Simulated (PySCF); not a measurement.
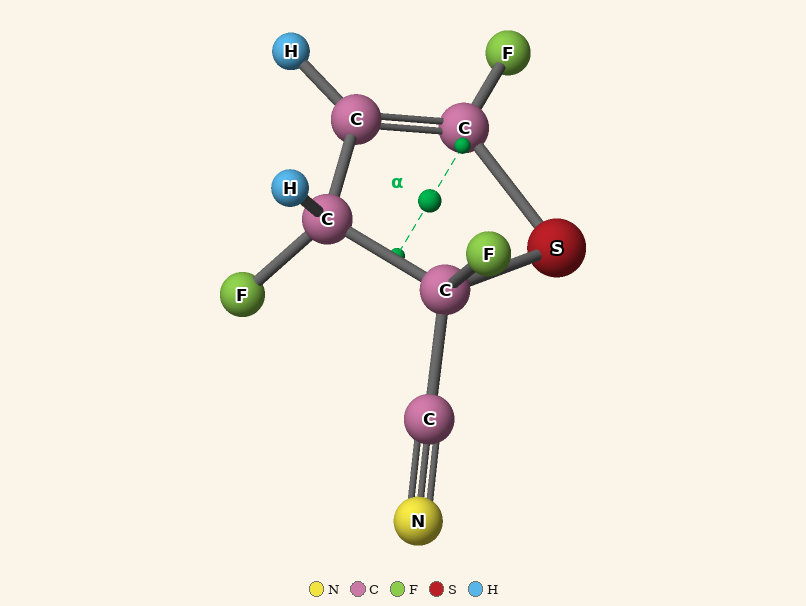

The small points mark where nucleus-independent chemical shifts (NICS) were computed: at the centre of each lettered ring and 1 Å above and below it. The geometry was computed by an optimisation with GFN2-xTB. No frequency run is at hand to confirm it as a minimum. Properties computed with GIAO PBE0/pcSseg-1 NMR shielding, non-relativistic, gas phase (PySCF 2.14.0).

Give NICS(0), NICS(1) and the out-of-plane component NICS(1)zz for each ring (means of the two sides).

```json
{"ring": "α", "members": "C4S", "NICS(0)": "−6.6", "NICS(1)": "−3.4", "NICS(1)zz": "−0.1"}
```

Values in ppm.

Question. What do the values say about the ring currents?

Answer. Ring α: weak, as in a non-aromatic ring. NICS is one index among several.
